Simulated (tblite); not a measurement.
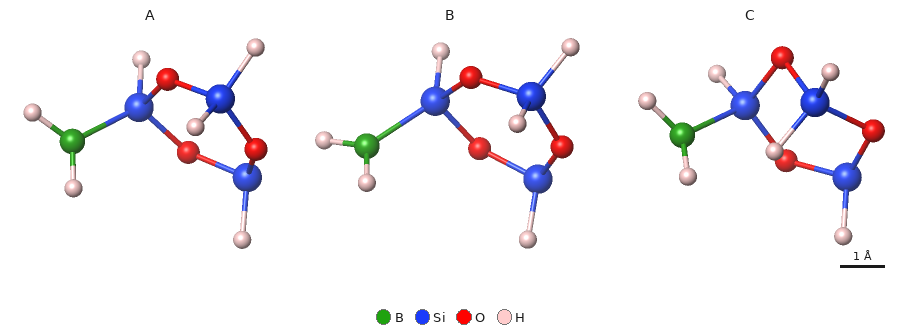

3 geometries from one relaxation of BSi3H6O3 (multiplicity 2), in shuffled order. The picture is a ball-and-stick view, seen from a free direction.

Level of theory: GFN2-xTB geometry optimisation, gas phase (tblite 0.8.0). 

> Order the frames from highest to lowest energy.

C, A, B. They are steps 0, 36, 110, at +1.866 eV, +0.154 eV relative to the last. Over 110 geometry steps the energy falls by 1.866 eV. The largest moves after the best rigid fit, 1.71 Å, are those of H atoms. Largest moves by element: H 1.71 Å, O 0.84 Å, B 0.55 Å, Si 0.45 Å. Near-neighbour distances that change, for instance: O–Si 1.724 → 1.613 Å, O–Si 1.722 → 1.636 Å, O–Si 1.655 → 1.605 Å, O–Si 1.670 → 1.622 Å. Among the angles between lasting bonds that change: Si–O–Si 103.1° → 133.0°, B–Si–H 105.7° → 128.7°, Si–O–Si 107.2° → 129.2°.
